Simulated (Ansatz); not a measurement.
SrTiO₃ (cubic perovskite)

```yaml
crystal:
  lattice:
    - [3.89141, 0.00000, 0.00000]
    - [0.00000, 3.89141, 0.00000]
    - [0.00000, 0.00000, 3.89141]
  atoms:
    - { symbol: Sr, position: [0.00000, 0.00000, 0.00000] }
    - { symbol: Ti, position: [0.50000, 0.50000, 0.50000] }
    - { symbol: O, position: [0.00000, 0.50000, 0.50000] }
    - { symbol: O, position: [0.50000, 0.50000, 0.00000] }
    - { symbol: O, position: [0.50000, 0.00000, 0.50000] }
```

Equation-of-state scan: isotropic scaling of the cell above, V₀ being its volume. Symmetry pins the atoms to their sites.

These are PBEsol (plane waves to 420 eV, PAW, scalar-relativistic; Ansatz, a program for electronic structure) values and carry that method's errors. k mesh 9×9×9 (Γ-centred), Fermi-Dirac smearing 0.05 eV. E stands for the smeared free energy. SrTiO3 is run without spin polarisation. SrTiO3 was relaxed with its symmetry unable to fall. The PAW data are Ansatz's earlier set. The zero of ΔE is the relaxed starting cell.

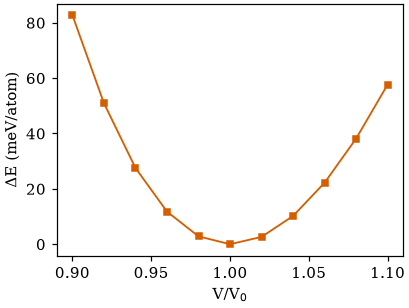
Figure: ΔE (meV/atom) against V/V₀; computed points joined by lines.

Q: What is ΔE at V/V₀ = 0.900?

A: About 83 meV/atom.

Q: What is ΔE at V/V₀ = 1.100?

A: About 58 meV/atom.

Q: What bulk modulus B₀ follows from a third-order Birch-Murnaghan fit?

A: About 190 GPa.

(Under strain, the slope of the energy per volume gives the stress and its curvature an elastic modulus.)
